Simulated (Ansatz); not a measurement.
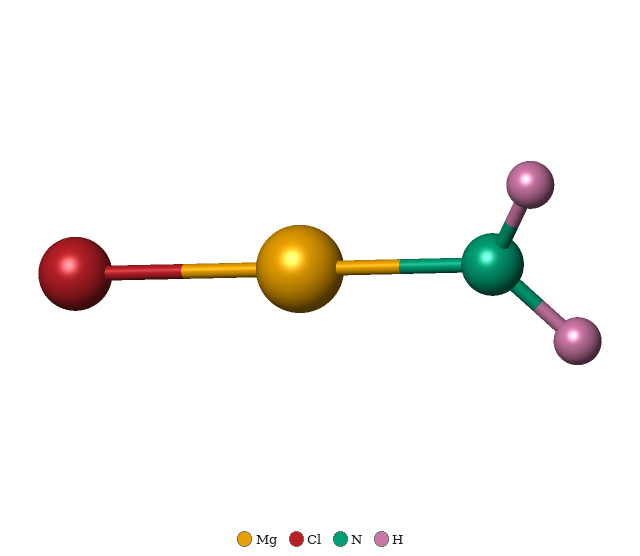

Rendered structure (ball-and-stick style).

The geometry was computed by an optimisation with PBE0-D4/def2-TZVP.

What does the picture show?

It has 5 atoms: 1 chlorine, 2 hydrogen, 1 magnesium and 1 nitrogen (ClH₂MgN). All atoms lie on one plane. Coordination: 1 Mg linear; 1 N trigonal planar.

More results for the same structure follow; atom numbers are the same in all pictures, views and colours differ.

**Charges**

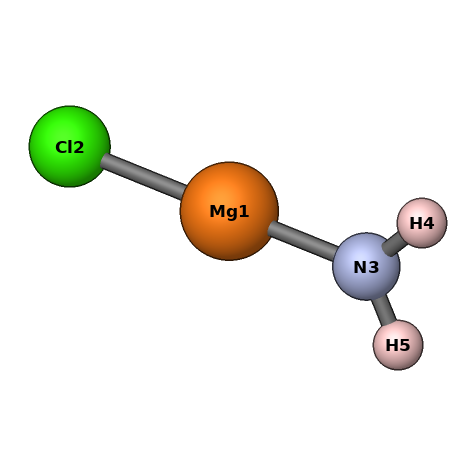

The questions are on Mulliken charges. Properties computed with RKS PBE0-D4/def2-TZVP (Ansatz 0.2.0).

List the Mulliken charges.

| atom | value (e) |
| --- | --- |
| Mg1 | 0.88 |
| Cl2 | −0.46 |
| N3 | −0.90 |
| H4 | 0.24 |
| H5 | 0.24 |

**Dipole moment**

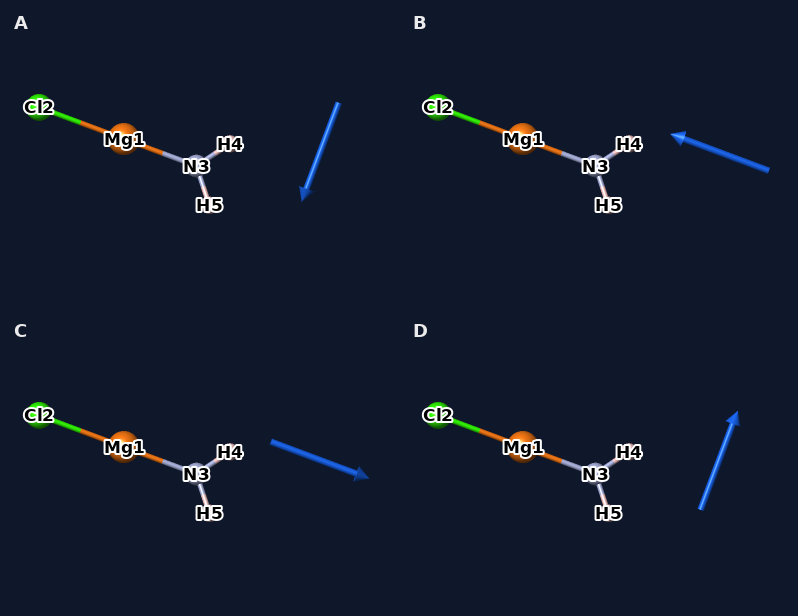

The same molecule four times, each with an arrow. Method: RKS PBE0-D4/def2-TZVP (Ansatz 0.2.0).

> Which arrow points along the dipole moment, from the negative to the positive end?

C. The dipole moment is 2.32 D; it points from the side of Cl2 to the side of H4, H5 (the outermost atoms at the two ends).

**Electronic properties**

Method: RKS PBE0-D4/def2-TZVPP (Ansatz 0.2.0).

> Give the LUMO energy (Kohn–Sham orbital) at this level.

−1.24 eV.

> Estimate the HOMO energy (Kohn–Sham orbital).

−6.67 eV.

Mulliken values depend strongly on the basis set and can even reverse the polarity of a bond.
